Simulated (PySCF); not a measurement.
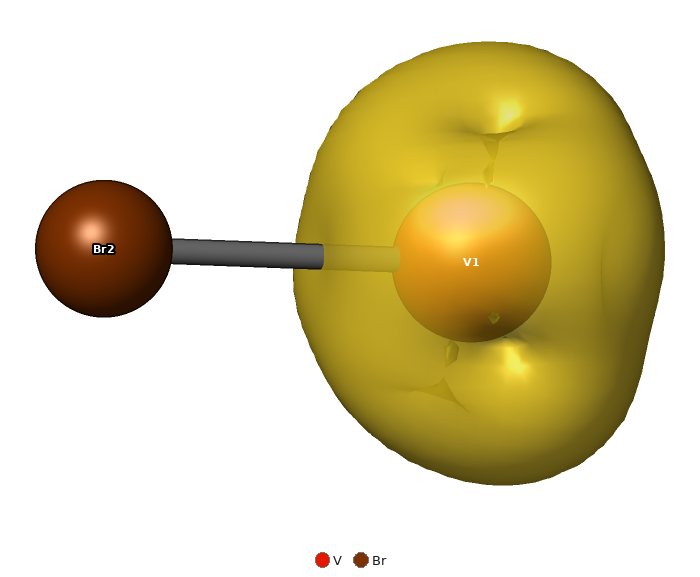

Figure 1: VBr (quintet). Isosurfaces of the spin density (α minus β) at +0.08 (yellow) and −0.08 e/Å³ (cyan), seen from one side.

These are results of PBE0/def2-TZVPP, non-relativistic Hamiltonian with scalar-relativistic core potentials where named, at a bond length of 2.387 Å in PySCF 2.14.0, not measurements.

| atom | x (Å) | y (Å) | z (Å) |
| --- | --- | --- | --- |
| V | 0.0000 | 0.0000 | -1.4506 |
| Br | 0.0000 | 0.0000 | 0.9364 |

Q: Describe the spin distribution.

A: The unpaired spin (4 electrons) lies mostly on V1 (about 3.9), in electrons by Hirshfeld's partition.
